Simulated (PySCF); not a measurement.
## Electronic structure of C₅H₇NOSi (SMILES [SiH3]/C=C/c1ncco1) in real space

```yaml
atoms:
  - { symbol: Si, position_ang: [3.1796, 0.5011, -0.2820] }
  - { symbol: C, position_ang: [1.4416, -0.1535, -0.0106] }
  - { symbol: C, position_ang: [0.3221, 0.5528, -0.1852] }
  - { symbol: C, position_ang: [-0.9934, 0.0130, 0.0338] }
  - { symbol: N, position_ang: [-1.3028, -1.1953, 0.4196] }
  - { symbol: C, position_ang: [-2.6588, -1.2183, 0.4808] }
  - { symbol: C, position_ang: [-3.1344, 0.0055, 0.1211] }
  - { symbol: O, position_ang: [-2.0802, 0.7934, -0.1647] }
  - { symbol: H, position_ang: [3.8327, -0.3154, -1.3078] }
  - { symbol: H, position_ang: [3.9192, 0.3989, 0.9782] }
  - { symbol: H, position_ang: [3.1191, 1.8975, -0.7170] }
  - { symbol: H, position_ang: [1.3177, -1.1796, 0.3116] }
  - { symbol: H, position_ang: [0.3394, 1.5854, -0.5054] }
  - { symbol: H, position_ang: [-3.1902, -2.0993, 0.7745] }
  - { symbol: H, position_ang: [-4.1160, 0.4218, 0.0311] }
```

Geometry: GFN2-xTB.

Theory: PySCF 2.14.0, PBE0/pcSseg-1, SCF density, gas phase, non-relativistic.

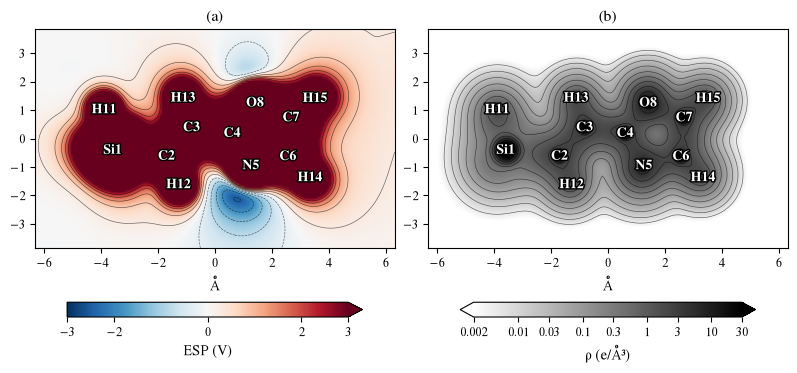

Figure 1. (a) electrostatic potential; (b) total electron density on the plane of atoms C3, C4 and N5.

### Interpret the plot.

- The section cuts through Si, C, N, O and H sites.
- C–N (1.31 Å): the density is about 2.6 e/Å³ at the midpoint.
- C–C (1.34 Å): ρ is about 2.3 e/Å³ halfway.
- C–O (1.35 Å): the density is about 2.4 e/Å³ at the midpoint.
- C–Si (1.88 Å): ρ at the midpoint is about 0.94 e/Å³.
- C–H (1.07 Å): ρ at the midpoint is about 2.1 e/Å³.
- Outside the dense part of the molecule the potential is most negative (−2.5 V) near N5.

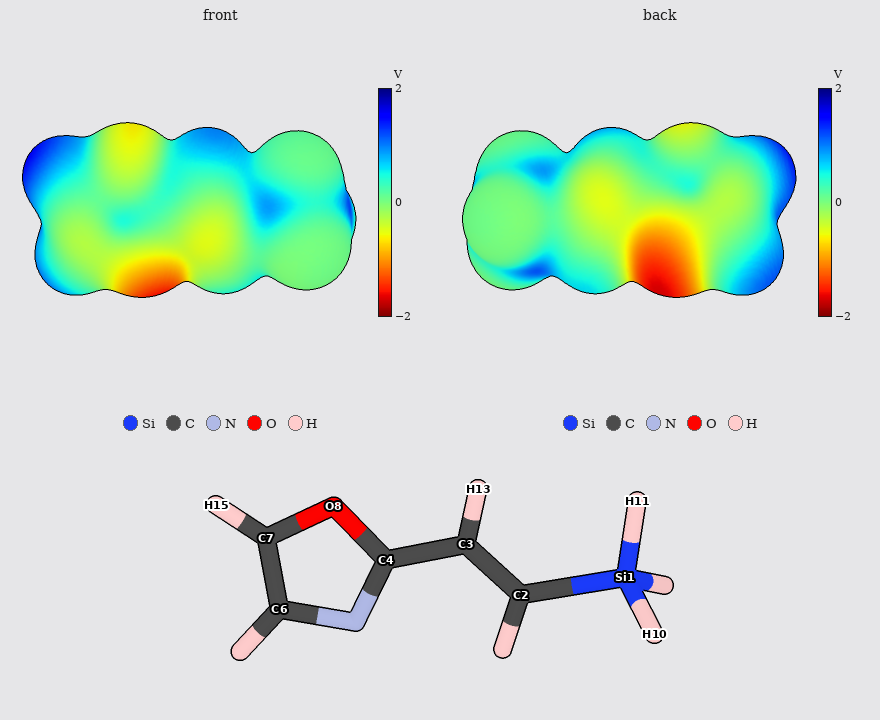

Figure 2. The molecular electrostatic potential painted on the density surface at 0.002 e/bohr³, seen from the front and from behind; the colour scale runs from red (negative) to blue (positive). The bare structure is drawn below in the same view.

### Which sites attract a positive test charge, and which a negative one?

A positive charge is drawn to the negative regions and a negative charge to the positive ones. The most negative region (about −1.6 V) lies over N5, the most positive (about +1.5 V) over H15. N5 is the likeliest acceptor of a hydrogen bond.
